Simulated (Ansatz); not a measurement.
## Run report: SiH₄Cl₃OF, molecular dynamics (part 2 of 2)

SiH₄Cl₃OF; UKS B3LYP-D4/STO-3G (Ansatz 0.2.0). It belongs to a series of runs on one base structure; here: dynamics from the start.

Geometry of the input (Å):
```
Si -0.8524  -0.8103  0.6946
H  0.4740  -0.6959  -0.6211
Cl -2.6325  -0.0919  0.1057
Cl -0.3229  -0.8312  2.6275
Cl -1.0389  -2.8336  0.2795
H  0.7189  1.3801  -0.0383
F  -0.2094  1.0874  0.6700
H  1.0847  -0.0149  -0.9854
O  1.5511  1.1751  -0.9773
H  1.2274  1.6350  -1.7551
```

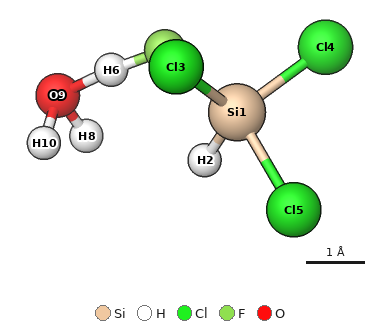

**Figure 1.** The geometry at step 132 of the log (ball-and-stick view, seen at a tilt; atoms are numbered from 1 in the order of the input).

### What the program printed, continued
```
md step   104: t =    52.00 fs  T =  2393.2 K  F+E_penalty+E_count = -49708.08688435 eV  E_kin = 2.474764 eV  conserved = -49705.61211997 eV  (26 SCF iters, 3 dispersion substeps)
md step   105: t =    52.50 fs  T =  2329.2 K  F+E_penalty+E_count = -49708.01775263 eV  E_kin = 2.408560 eV  conserved = -49705.60919223 eV  (26 SCF iters, 3 dispersion substeps)
md step   106: t =    53.00 fs  T =  2091.9 K  F+E_penalty+E_count = -49707.75943547 eV  E_kin = 2.163161 eV  conserved = -49705.59627462 eV  (26 SCF iters, 3 dispersion substeps)
md step   107: t =    53.50 fs  T =  1855.1 K  F+E_penalty+E_count = -49707.50352047 eV  E_kin = 1.918371 eV  conserved = -49705.58514932 eV  (26 SCF iters, 3 dispersion substeps)
md step   108: t =    54.00 fs  T =  1758.8 K  F+E_penalty+E_count = -49707.40693763 eV  E_kin = 1.818739 eV  conserved = -49705.58819825 eV  (26 SCF iters, 3 dispersion substeps)
md step   109: t =    54.50 fs  T =  1769.0 K  F+E_penalty+E_count = -49707.42745905 eV  E_kin = 1.829308 eV  conserved = -49705.59815148 eV  (26 SCF iters, 3 dispersion substeps)
md step   110: t =    55.00 fs  T =  1753.6 K  F+E_penalty+E_count = -49707.41578942 eV  E_kin = 1.813409 eV  conserved = -49705.60238087 eV  (26 SCF iters, 3 dispersion substeps)
md step   111: t =    55.50 fs  T =  1637.1 K  F+E_penalty+E_count = -49707.29269348 eV  E_kin = 1.692859 eV  conserved = -49705.59983476 eV  (26 SCF iters, 3 dispersion substeps)
md step   112: t =    56.00 fs  T =  1436.0 K  F+E_penalty+E_count = -49707.07999440 eV  E_kin = 1.484978 eV  conserved = -49705.59501591 eV  (27 SCF iters, 3 dispersion substeps)
md step   113: t =    56.50 fs  T =  1209.8 K  F+E_penalty+E_count = -49706.84185015 eV  E_kin = 1.250996 eV  conserved = -49705.59085395 eV  (26 SCF iters, 3 dispersion substeps)
md step   114: t =    57.00 fs  T =  1016.3 K  F+E_penalty+E_count = -49706.63901369 eV  E_kin = 1.050941 eV  conserved = -49705.58807221 eV  (27 SCF iters, 3 dispersion substeps)
md step   115: t =    57.50 fs  T =   897.1 K  F+E_penalty+E_count = -49706.51420184 eV  E_kin = 0.927657 eV  conserved = -49705.58654466 eV  (27 SCF iters, 3 dispersion substeps)
md step   116: t =    58.00 fs  T =   875.6 K  F+E_penalty+E_count = -49706.49153585 eV  E_kin = 0.905403 eV  conserved = -49705.58613296 eV  (26 SCF iters, 3 dispersion substeps)
md step   117: t =    58.50 fs  T =   958.3 K  F+E_penalty+E_count = -49706.57783102 eV  E_kin = 0.990983 eV  conserved = -49705.58684763 eV  (26 SCF iters, 3 dispersion substeps)
md step   118: t =    59.00 fs  T =  1134.9 K  F+E_penalty+E_count = -49706.76237989 eV  E_kin = 1.173620 eV  conserved = -49705.58876017 eV  (27 SCF iters, 3 dispersion substeps)
md step   119: t =    59.50 fs  T =  1376.9 K  F+E_penalty+E_count = -49707.01573737 eV  E_kin = 1.423790 eV  conserved = -49705.59194773 eV  (26 SCF iters, 3 dispersion substeps)
md step   120: t =    60.00 fs  T =  1636.6 K  F+E_penalty+E_count = -49707.28882732 eV  E_kin = 1.692399 eV  conserved = -49705.59642880 eV  (26 SCF iters, 3 dispersion substeps)
md step   121: t =    60.50 fs  T =  1849.7 K  F+E_penalty+E_count = -49707.51447182 eV  E_kin = 1.912699 eV  conserved = -49705.60177247 eV  (26 SCF iters, 3 dispersion substeps)
md step   122: t =    61.00 fs  T =  1944.9 K  F+E_penalty+E_count = -49707.61732864 eV  E_kin = 2.011198 eV  conserved = -49705.60613070 eV  (25 SCF iters, 3 dispersion substeps)
md step   123: t =    61.50 fs  T =  1874.8 K  F+E_penalty+E_count = -49707.54458183 eV  E_kin = 1.938722 eV  conserved = -49705.60586025 eV  (25 SCF iters, 3 dispersion substeps)
md step   124: t =    62.00 fs  T =  1662.3 K  F+E_penalty+E_count = -49707.31784318 eV  E_kin = 1.718966 eV  conserved = -49705.59887734 eV  (26 SCF iters, 3 dispersion substeps)
md step   125: t =    62.50 fs  T =  1414.9 K  F+E_penalty+E_count = -49707.05391918 eV  E_kin = 1.463148 eV  conserved = -49705.59077070 eV  (25 SCF iters, 3 dispersion substeps)
md step   126: t =    63.00 fs  T =  1247.0 K  F+E_penalty+E_count = -49706.87965400 eV  E_kin = 1.289510 eV  conserved = -49705.59014374 eV  (26 SCF iters, 3 dispersion substeps)
md step   127: t =    63.50 fs  T =  1181.2 K  F+E_penalty+E_count = -49706.81585578 eV  E_kin = 1.221490 eV  conserved = -49705.59436557 eV  (25 SCF iters, 3 dispersion substeps)
md step   128: t =    64.00 fs  T =  1172.5 K  F+E_penalty+E_count = -49706.80774295 eV  E_kin = 1.212435 eV  conserved = -49705.59530821 eV  (25 SCF iters, 3 dispersion substeps)
md step   129: t =    64.50 fs  T =  1198.8 K  F+E_penalty+E_count = -49706.83288821 eV  E_kin = 1.239687 eV  conserved = -49705.59320072 eV  (25 SCF iters, 3 dispersion substeps)
md step   130: t =    65.00 fs  T =  1272.1 K  F+E_penalty+E_count = -49706.90815900 eV  E_kin = 1.315480 eV  conserved = -49705.59267937 eV  (26 SCF iters, 3 dispersion substeps)
md step   131: t =    65.50 fs  T =  1389.7 K  F+E_penalty+E_count = -49707.03168623 eV  E_kin = 1.437092 eV  conserved = -49705.59459383 eV  (26 SCF iters, 3 dispersion substeps)
md step   132: t =    66.00 fs  T =  1520.4 K  F+E_penalty+E_count = -49707.16870792 eV  E_kin = 1.572207 eV  conserved = -49705.59650050 eV  (26 SCF iters, 3 dispersion substeps)
md step   133: t =    66.50 fs  T =  1630.9 K  F+E_penalty+E_count = -49707.28320479 eV  E_kin = 1.686468 eV  conserved = -49705.59673713 eV  (26 SCF iters, 3 dispersion substeps)
md step   134: t =    67.00 fs  T =  1708.5 K  F+E_penalty+E_count = -49707.36236461 eV  E_kin = 1.766757 eV  conserved = -49705.59560772 eV  (24 SCF iters, 3 dispersion substeps)
md step   135: t =    67.50 fs  T =  1760.4 K  F+E_penalty+E_count = -49707.41456866 eV  E_kin = 1.820391 eV  conserved = -49705.59417750 eV  (26 SCF iters, 3 dispersion substeps)
md step   136: t =    68.00 fs  T =  1800.5 K  F+E_penalty+E_count = -49707.45509690 eV  E_kin = 1.861817 eV  conserved = -49705.59327991 eV  (27 SCF iters, 3 dispersion substeps)
md step   137: t =    68.50 fs  T =  1837.6 K  F+E_penalty+E_count = -49707.49361489 eV  E_kin = 1.900228 eV  conserved = -49705.59338701 eV  (27 SCF iters, 3 dispersion substeps)
md step   138: t =    69.00 fs  T =  1867.9 K  F+E_penalty+E_count = -49707.52640013 eV  E_kin = 1.931583 eV  conserved = -49705.59481745 eV  (26 SCF iters, 3 dispersion substeps)
md step   139: t =    69.50 fs  T =  1870.4 K  F+E_penalty+E_count = -49707.53180024 eV  E_kin = 1.934190 eV  conserved = -49705.59760978 eV  (26 SCF iters, 3 dispersion substeps)
md step   140: t =    70.00 fs  T =  1809.2 K  F+E_penalty+E_count = -49707.47157431 eV  E_kin = 1.870828 eV  conserved = -49705.60074632 eV  (27 SCF iters, 3 dispersion substeps)
md step   141: t =    70.50 fs  T =  1652.0 K  F+E_penalty+E_count = -49707.30934216 eV  E_kin = 1.708310 eV  conserved = -49705.60103213 eV  (27 SCF iters, 3 dispersion substeps)
md step   142: t =    71.00 fs  T =  1416.1 K  F+E_penalty+E_count = -49707.05881396 eV  E_kin = 1.464376 eV  conserved = -49705.59443836 eV  (26 SCF iters, 3 dispersion substeps)
md step   143: t =    71.50 fs  T =  1209.6 K  F+E_penalty+E_count = -49706.83415551 eV  E_kin = 1.250783 eV  conserved = -49705.58337296 eV  (26 SCF iters, 3 dispersion substeps)
md step   144: t =    72.00 fs  T =  1180.2 K  F+E_penalty+E_count = -49706.80068379 eV  E_kin = 1.220410 eV  conserved = -49705.58027353 eV  (26 SCF iters, 3 dispersion substeps)
md step   145: t =    72.50 fs  T =  1364.9 K  F+E_penalty+E_count = -49707.00139771 eV  E_kin = 1.411381 eV  conserved = -49705.59001662 eV  (26 SCF iters, 3 dispersion substeps)
md step   146: t =    73.00 fs  T =  1638.3 K  F+E_penalty+E_count = -49707.29468072 eV  E_kin = 1.694130 eV  conserved = -49705.60055043 eV  (26 SCF iters, 3 dispersion substeps)
md step   147: t =    73.50 fs  T =  1849.8 K  F+E_penalty+E_count = -49707.51566021 eV  E_kin = 1.912803 eV  conserved = -49705.60285763 eV  (26 SCF iters, 3 dispersion substeps)
md step   148: t =    74.00 fs  T =  1946.8 K  F+E_penalty+E_count = -49707.61218282 eV  E_kin = 2.013198 eV  conserved = -49705.59898519 eV  (26 SCF iters, 3 dispersion substeps)
md step   149: t =    74.50 fs  T =  1967.5 K  F+E_penalty+E_count = -49707.62869290 eV  E_kin = 2.034569 eV  conserved = -49705.59412346 eV  (26 SCF iters, 3 dispersion substeps)
these checks for a lower state are left out or cut short: starts, cluster_reference, orbital_swaps, neighbouring_geometries, increment
657 factors; integrals over basis functions are off by at most 1.3e-5 eV
mean field -49707.17288736 eV, -1826.7049108786 hartree, gradient 8.9e-6 eV, S^2 0.000000; 0 other end points of the search recorded, 0 dependent functions left out
the calculation of the forces begins
reference -49707.17311478 eV, -1826.7049192361 hartree; 43, 43 occupied and 7, 7 virtual orbitals, 657 factors
657 factors; integrals over basis functions are off by at most 1.3e-5 eV
mean field evaluation 1184: about -49707.1729 eV, gradient 2.9e-5 eV
mean field -49707.17288736 eV, -1826.7049108786 hartree, gradient 8.9e-6 eV, S^2 0.000000; 1 other end points of the search recorded, 0 dependent functions left out
the calculation of the forces begins
reference -49707.17311478 eV, -1826.7049192361 hartree; 43, 43 occupied and 7, 7 virtual orbitals, 657 factors
md step   150: t =    75.00 fs  T =  1973.7 K  F+E_penalty+E_count = -49707.63264753 eV  E_kin = 2.041001 eV  conserved = -49705.59164689 eV  (24 SCF iters, 3 dispersion substeps)
```

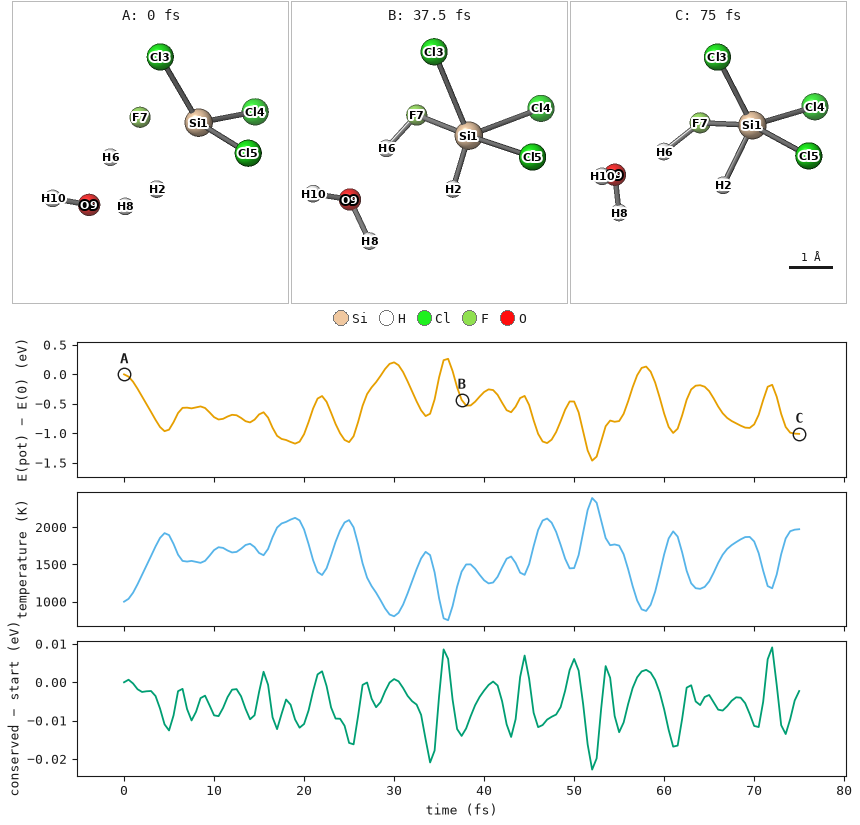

**Figure 2.** Frames of the molecular dynamics (ball-and-stick, seen at a tilt) above the curves, on which the letters mark them. The trajectory kept here has 151 frames over 75 fs. The temperature starts at 1000 K, ranges from 751 to 2393 K and averages 1593 K over the second half. The potential energy ends 1.009 eV below its first value. The conserved quantity stays within 0.032 eV. After an unweighted best fit of the last frame on the first, the root-mean-square displacement is 0.67 Å, and H8 has moved furthest (1.67 Å).

```
Total energy: -49707.63287495 eV, -1826.7218151106 hartree
Atom 0 at    -0.759432    -0.837106     0.643734 Å, force     6.276318    -2.680483    -1.062589 eV/Å
Atom 1 at     0.505495    -0.970258    -0.313764 Å, force    -1.871291    -0.276203     0.994485 eV/Å
Atom 2 at    -2.451688     0.020018     0.094361 Å, force    -3.495832     1.487399    -1.268854 eV/Å
Atom 3 at    -0.495483    -0.866413     2.752111 Å, force     0.047845     0.105433     0.138578 eV/Å
Atom 4 at    -1.116809    -3.001148     0.344028 Å, force    -0.428464     0.581763     0.223832 eV/Å
Atom 5 at     0.715906     1.178670    -0.148602 Å, force    -1.557769    -0.501903     0.164876 eV/Å
Atom 6 at     0.032690     0.837332     0.649445 Å, force     0.612813     1.455526     0.432466 eV/Å
Atom 7 at     2.155251     1.425689    -1.225005 Å, force     2.615604    -1.143218    -0.994687 eV/Å
Atom 8 at     1.218620     1.682695    -1.230380 Å, force    -4.830303    -0.199636    -2.026894 eV/Å
Atom 9 at     0.702915     1.268506    -2.143987 Å, force     2.631079     1.171323     3.398786 eV/Å
Dipole moment:     1.284889     1.324588    -1.238854 e Å
```

### Trajectory as extended XYZ (Å, eV, eV/Å), 10 of the 151 frames kept, from step=0 to step=150
```
10
Properties=species:S:1:pos:R:3:forces:R:3 step=0 time_fs=0.0 energy=-49706.62346 temperature=1000.0
Si   -0.8524   -0.8103    0.6946    4.2118   3.2275  -3.1702
H     0.4740   -0.6959   -0.6211   -1.0207  -0.6995   0.7650
Cl   -2.6325   -0.0919    0.1057   -2.5952   0.8748  -0.6387
Cl   -0.3229   -0.8312    2.6275    0.5543  -0.1495   2.8504
Cl   -1.0389   -2.8336    0.2795   -0.1465  -1.4965  -0.2799
H     0.7189    1.3801   -0.0383   -0.1462  -1.0416  -0.7904
F    -0.2094    1.0874    0.6700    0.2032  -1.0052  -0.2940
H     1.0847   -0.0149   -0.9854    0.7213   2.1847  -0.3106
O     1.5511    1.1751   -0.9773   -0.0756  -3.4083   5.0489
H     1.2274    1.6350   -1.7551   -1.7064   1.5135  -3.1806
10
Properties=species:S:1:pos:R:3:forces:R:3 step=17 time_fs=8.5 energy=-49707.16735 temperature=1522.0
Si   -0.8030   -0.7917    0.6763   -1.6565   0.7426   2.2798
H    -0.0569   -0.9271   -0.3509    4.4061   0.8321  -4.6594
Cl   -2.6070   -0.0509    0.1193   -2.1508   0.8445  -0.3905
Cl   -0.3684   -0.8755    2.6646    0.5668   0.3995   1.7319
Cl   -1.0299   -2.8849    0.2893   -0.7752  -1.3060   0.5186
H     0.5305    1.1960   -0.1240    1.5335   0.3289  -0.8665
F    -0.1704    1.1497    0.5743   -3.1707  -1.6774   3.0519
H     1.3931    0.2010   -1.3040    0.7224   1.5290   1.0106
O     1.4771    1.2053   -0.9586    2.1663  -4.3230   0.9978
H     1.0881    1.5851   -1.7366   -1.6418   2.6297  -3.6742
10
Properties=species:S:1:pos:R:3:forces:R:3 step=33 time_fs=16.5 energy=-49707.52933 temperature=1867.2
Si   -0.7271   -0.7567    0.6274    2.2195  -0.2905  -3.2112
H     0.3501   -0.6778   -0.7045   -2.0447  -0.6760   2.7850
Cl   -2.6212    0.0017    0.1249   -0.6237   0.0092  -0.0801
Cl   -0.4014   -0.9110    2.7313    0.2589   0.5504  -0.2989
Cl   -1.0327   -2.9521    0.3057    0.0298   1.0928   0.1765
H     0.5420    1.1301   -0.1037    2.0474   0.1844  -1.3726
F    -0.2019    1.1549    0.5506   -2.6038  -1.4349   2.9339
H     1.7790    0.4273   -1.3929    1.5780  -4.2525  -2.0607
O     1.4487    1.2170   -1.0144   -0.2564   4.0433   2.9125
H     0.9737    1.6761   -1.7344   -0.6052   0.7739  -1.7843
10
Properties=species:S:1:pos:R:3:forces:R:3 step=50 time_fs=25.0 energy=-49707.77305 temperature=2096.4
Si   -0.6301   -0.7252    0.5412   -1.3667  -2.1393   1.5013
H     0.5144   -0.7282   -0.4121   -0.5997  -0.3494   0.4566
Cl   -2.6483    0.0573    0.1282    0.8239  -0.6741  -0.1314
Cl   -0.4309   -0.9387    2.7966    0.2223   0.7242  -2.0376
Cl   -1.0358   -3.0045    0.3265    0.2674   2.0830  -0.1113
H     0.5976    1.1692   -0.0196   -0.0869   0.2862  -0.6513
F    -0.2723    1.1088    0.5842    1.1934  -0.3260   0.1521
H     2.0307    0.6368   -1.5045    3.1960  -3.8086  -2.0272
O     1.4589    1.2536   -1.1096   -3.2119   3.6593   3.7385
H     1.0620    1.7511   -1.8639   -0.4378   0.5448  -0.8895
10
Properties=species:S:1:pos:R:3:forces:R:3 step=67 time_fs=33.5 energy=-49707.33080 temperature=1669.7
Si   -0.5769   -0.7461    0.5041   -2.9988  -2.7673   3.2936
H     0.6325   -0.9290   -0.2570    0.2997   0.5062  -0.3515
Cl   -2.6608    0.1000    0.1291    1.3289  -1.0378  -0.2341
Cl   -0.4559   -0.9526    2.8240    0.2652   0.7247  -2.4953
Cl   -1.0341   -3.0180    0.3454    0.1468   2.0299  -0.2622
H     0.4714    1.3041   -0.1531   -0.4195  -0.8911   0.7273
F    -0.3015    1.0517    0.6235    2.7099   0.9662  -1.8618
H     2.1405    0.7289   -1.4609    3.2260  -3.3306  -0.8810
O     1.4683    1.3247   -1.1866   -4.6553   3.9956   1.4072
H     1.1440    1.7199   -2.0715    0.0970  -0.1959   0.6577
10
Properties=species:S:1:pos:R:3:forces:R:3 step=83 time_fs=41.5 energy=-49706.97106 temperature=1335.3
Si   -0.5941   -0.8250    0.5387    0.9308  -0.7486   1.2986
H     0.9439   -0.9013   -0.2384   -3.2934   0.1932   1.3783
Cl   -2.6493    0.1219    0.1262    1.3732  -1.2954  -0.1599
Cl   -0.4751   -0.9528    2.8062    0.1804   0.5345  -2.0350
Cl   -1.0298   -2.9954    0.3583    0.0082   1.1538  -0.4379
H     0.4100    1.1617   -0.2173    0.3456   0.6316   0.0865
F    -0.2615    1.0192    0.6206    1.6379  -0.2275  -1.3946
H     2.0912    0.7042   -1.2664    2.2123  -2.6290  -0.9548
O     1.4459    1.4139   -1.2237   -4.7846   4.0038  -1.6140
H     1.1405    1.6897   -2.2683    1.3896  -1.6165   3.8328
10
Properties=species:S:1:pos:R:3:forces:R:3 step=100 time_fs=50.0 energy=-49707.08425 temperature=1451.5
Si   -0.6359   -0.9191    0.6269   -7.1769   2.5238   3.8829
H     0.4371   -0.8852   -0.0210    6.2790  -0.4862  -4.0247
Cl   -2.6107    0.1207    0.1203    1.3543  -1.3524   0.0652
Cl   -0.4917   -0.9427    2.7508    0.2904   0.4271  -0.1749
Cl   -1.0258   -2.9516    0.3638   -0.5723  -1.0150  -0.4885
H     0.4428    1.2407   -0.1869    0.7131   0.2545  -1.5577
F    -0.1638    0.9830    0.5732   -0.9585  -0.1903   1.7501
H     1.9532    0.7074   -1.1541    1.3504  -1.3147   0.4729
O     1.3806    1.5177   -1.2154   -1.3566   0.3426  -4.7693
H     1.1966    1.3981   -2.3621    0.0773   0.8105   4.8441
10
Properties=species:S:1:pos:R:3:forces:R:3 step=117 time_fs=58.5 energy=-49706.57783 temperature=958.3
Si   -0.7229   -0.9487    0.7268    3.4208   3.3794  -6.4463
H     0.6522   -1.0969   -0.3515   -2.5025   0.7594   2.2101
Cl   -2.5486    0.0939    0.1152    0.2614  -0.8346   0.0777
Cl   -0.5024   -0.9244    2.6968    0.5494   0.4378   3.4070
Cl   -1.0338   -2.9279    0.3602   -1.3274  -2.7162  -0.2747
H     0.3942    1.3101   -0.3390    0.1731  -0.2918   0.5101
F    -0.0655    0.9415    0.5420   -0.7549  -0.4744   1.1769
H     1.9007    0.8136   -0.9322    0.8938  -1.5880  -0.7412
O     1.3398    1.5939   -1.2078   -3.8604   0.6633  -4.2836
H     0.7685    1.2940   -2.2103    3.1468   0.6651   4.3640
10
Properties=species:S:1:pos:R:3:forces:R:3 step=133 time_fs=66.5 energy=-49707.28320 temperature=1630.9
Si   -0.7653   -0.9030    0.7170    1.0187   1.0670  -2.1565
H     0.3226   -1.0248   -0.1188    1.8597  -0.2217  -1.4485
Cl   -2.4858    0.0543    0.1108   -1.6268   0.3358  -0.5920
Cl   -0.5031   -0.8994    2.6986    0.4822   0.3387   2.9307
Cl   -1.0639   -2.9504    0.3520   -1.1536  -1.5274   0.0374
H     0.4619    1.2810   -0.3141   -0.1638  -0.5330   1.3524
F     0.0016    0.8888    0.5586   -0.8938   0.4066   1.4761
H     1.9799    0.9418   -1.1490    1.4374  -0.3322   0.7628
O     1.2786    1.6640   -1.2006   -2.8975  -2.8129  -5.1940
H     0.7186    1.0347   -2.0296    1.9375   3.2792   2.8316
10
Properties=species:S:1:pos:R:3:forces:R:3 step=150 time_fs=75.0 energy=-49707.63265 temperature=1973.7
Si   -0.7594   -0.8371    0.6437    6.2763  -2.6805  -1.0626
H     0.5055   -0.9703   -0.3138   -1.8713  -0.2762   0.9945
Cl   -2.4517    0.0200    0.0944   -3.4958   1.4874  -1.2689
Cl   -0.4955   -0.8664    2.7521    0.0478   0.1054   0.1386
Cl   -1.1168   -3.0011    0.3440   -0.4285   0.5818   0.2238
H     0.7159    1.1787   -0.1486   -1.5578  -0.5019   0.1649
F     0.0327    0.8373    0.6494    0.6128   1.4555   0.4325
H     2.1553    1.4257   -1.2250    2.6156  -1.1432  -0.9947
O     1.2186    1.6827   -1.2304   -4.8303  -0.1996  -2.0269
H     0.7029    1.2685   -2.1440    2.6311   1.1713   3.3988
```

### Key numbers

```csv
quantity,value
outcome,finished
mean temperature over the second half,1593 K
trajectory,"150 steps, 75 fs"
ensemble,nve
temperature in the input,1000.0 K
time step,0.5 fs
potential energy (last step),−49707.6329 eV
mean-field energy (last step),−49707.1731 eV
largest force (length of the vector) (last step),6.907 eV/Å
wall time,13 min
peak memory,0.21 GiB
```

### Notes

So short a trajectory is not equilibrated.
